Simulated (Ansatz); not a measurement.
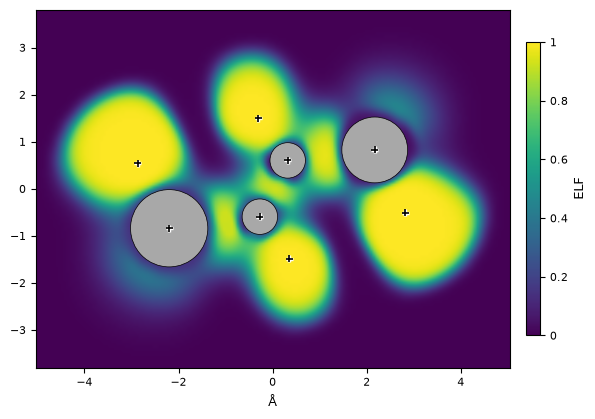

The electron localisation function on a plane through atoms (crosses mark nuclei in the plane; grey discs cover the cores).

The calculation used RKS PBE0-D4/def2-TZVPP (Ansatz).

Candidates:
A. C4H10S (SMILES CSC(C)C)
B. CH4AlBrO (SMILES [CH3][Al]([OH])[Br])
C. C2H8GeSi (SMILES [SiH3]C=[CH][GeH3])

Which system is this?

Candidate C: C2H8GeSi on the plane of atoms C2, Si1 and H5, which holds Si, C, Ge and H. C–C (1.33 Å): the ELF peaks at about 0.90 between the atoms: a short, multiple covalent bond. C–Si (1.86 Å): the ELF peaks at about 0.95 between the atoms: a covalent bond.
